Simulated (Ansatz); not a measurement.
Results of HSE06 (Ansatz, a first-principles code, plane waves, PAW) for cubic perovskite EuTiO3.

Settings: plane-wave cutoff 460 eV, 8×8×8 k mesh, Fermi–Dirac smearing 0.05 eV, spin-polarised with parallel moments, scalar-relativistic PAW data made under PBE.

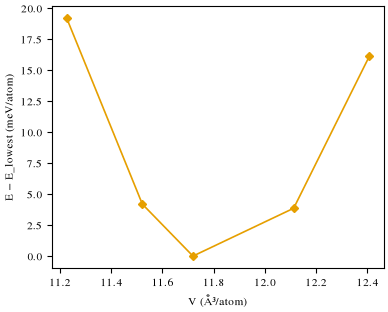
Figure: Total energy against volume

Question: From the curve, estimate the equilibrium volume and the bulk modulus.

Answer: V0 ≈ 11.8 Å³/atom and B0 ≈ 200 GPa; the fit gives V0 = 11.816 Å³/atom, B0 = 196 GPa, B′ = 4.3.

Note: the magnetic order was assumed, not searched for or taken from measurement; the state of the 4f shell is in doubt.

Spin–orbit coupling is not included.

The computed numbers hold no vibrational or temperature effects.
